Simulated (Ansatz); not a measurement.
**AlH₅N₂···HCl: density, localisation and related maps**

Input file:

```
crystal:
  periodic: [false, false, false]
  atoms:
    - { symbol: Al, position_ang: [-0.00053, 0.664519, -0.547882] }
    - { symbol: Cl, position_ang: [0.115281, 0.336858, 2.867492] }
    - { symbol: "N", position_ang: [1.575324, -0.042305, -1.00665] }
    - { symbol: H, position_ang: [1.723661, -0.912401, -1.516982] }
    - { symbol: H, position_ang: [2.464889, 0.310166, -0.65] }
    - { symbol: "N", position_ang: [-1.576051, -0.019718, -1.044127] }
    - { symbol: H, position_ang: [-1.744666, -0.918462, -1.492584] }
    - { symbol: H, position_ang: [-2.45495, 0.485626, -0.915909] }
    - { symbol: H, position_ang: [-0.003528, 2.026891, 0.244402] }
    - { symbol: H, position_ang: [0.054969, 1.333926, 1.967241] }
basis:
  gaussian: { orbitals: "6-31G*" }
hamiltonian:
  xc: pbe
  dispersion: d4
relax:
  f_tol: 0.03
  max_steps: 50
output:
  orbitals: {}
```

Command:

```sh
ansatz run input.yaml --threads 1 --pin off --max-ram 2048MiB --backend cpu --events-out ev --progress --plain --runs-dir out
```

The fields are those of the run's last geometry, not of the input's.

The calculation used Ansatz, RKS PBE-D4/6-31G*.

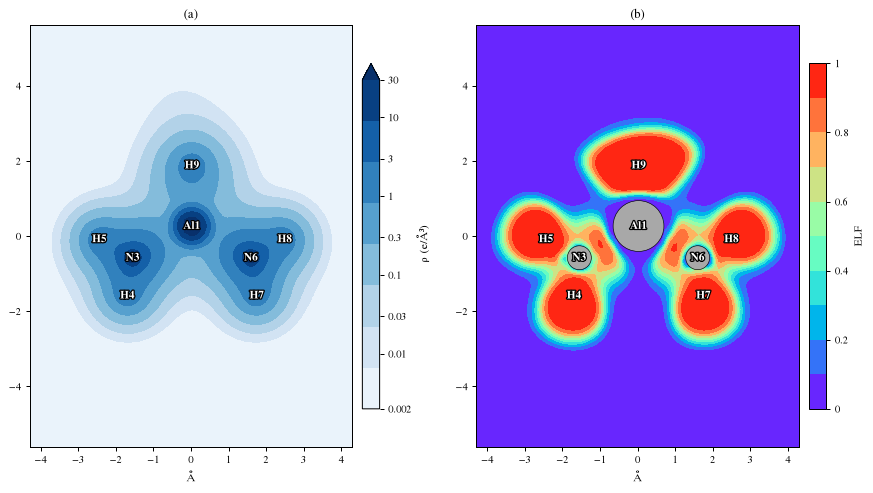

Figure 1. (a) total electron density; (b) electron localisation function on the plane of atoms N6, Al1 and H9. Grey discs cover the atomic cores in the ELF map.

Question: Interpret the plot.

Answer:
- The section cuts through Al, N and H sites.
- H4···H5 (1.67 Å): the density falls to about 1.6 e/Å³ on the way; the ELF is about 0.65 at the midpoint.
- Al–N (1.79 Å): the density is about 0.79 e/Å³ at the midpoint; the ELF peaks at about 0.90 in the valence shell of N, 0.6 Å from its nucleus, and is about 0.55 at the midpoint.
- N–H (1.02 Å): ρ is about 2.7 e/Å³ halfway; the ELF climbs to about 1 towards the hydrogen, as it does in any bond to H; an ordinary covalent bond to hydrogen.
- Al–H (1.61 Å): ρ at the midpoint is about 0.49 e/Å³; the ELF climbs to about 1 towards the hydrogen.

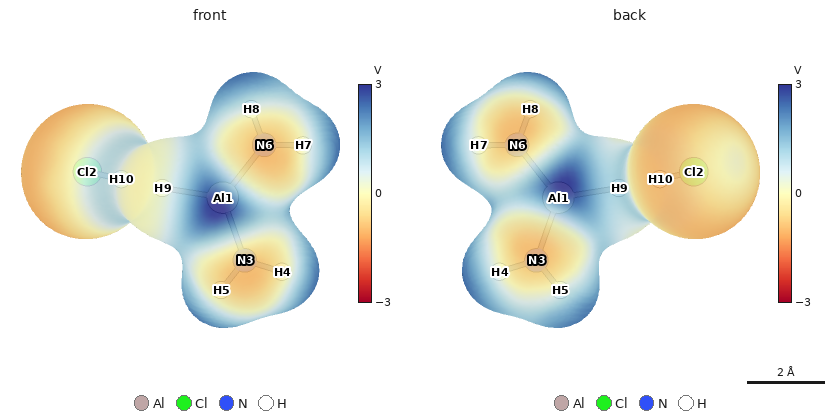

Figure 2. The electrostatic potential painted on the density surface at 0.004 e/bohr³, seen from the front and from behind; the colour scale runs from red (negative) to blue (positive).

Question: Where is the surface potential most negative and most positive?

Answer: The most negative region (about −1.1 V) lies over Cl2 and N6, the most positive (about +2.9 V) over Al1. Cl2 shows a σ-hole: about +0.2 V at the tip opposite its bond, against about −1.0 V on its flanks.

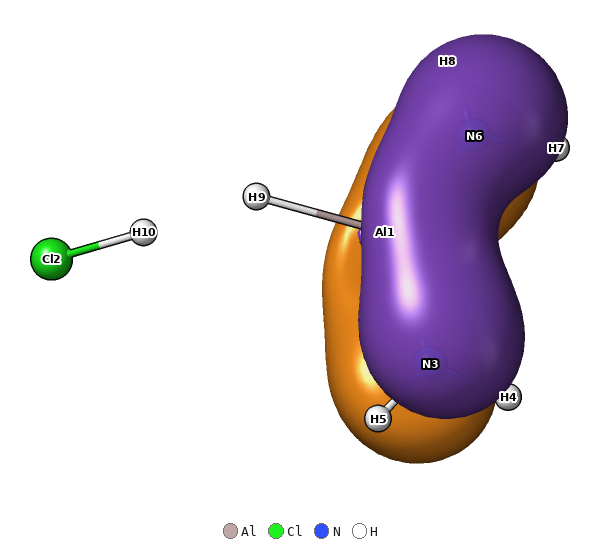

Figure 3. The HOMO−1 at ±0.1 Å⁻³ᐟ² (orange and purple are the two phases), seen at a tilt.

Question: Describe this orbital and give its energy.

Answer: It lies mainly on N6 (about 35 %), N3 (about 35 %) and Al1 (about 20 %). Its energy is −6.22 eV.
